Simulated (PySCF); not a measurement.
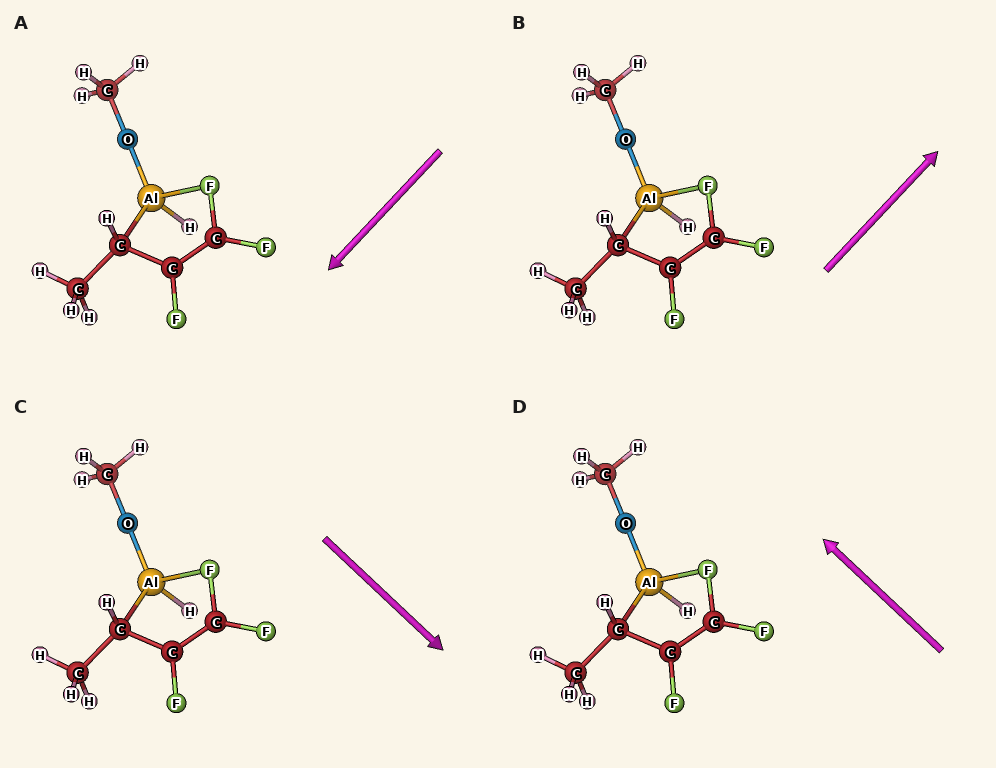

The same molecule four times, each with an arrow. Computed geometry: GFN2-xTB optimisation. No frequency run is at hand to confirm it as a minimum. Level of theory: PBE0/pcSseg-1, gas phase (PySCF 2.14.0).

Question: Which arrow points along the dipole moment, from the negative to the positive end?

Answer: D. The dipole moment is 2.13 D.

The geometry is semi-empirical. Around Al such bond lengths and angles can be off by a tenth of an ångström or more and by several degrees, and values that hang on the shape move with them.
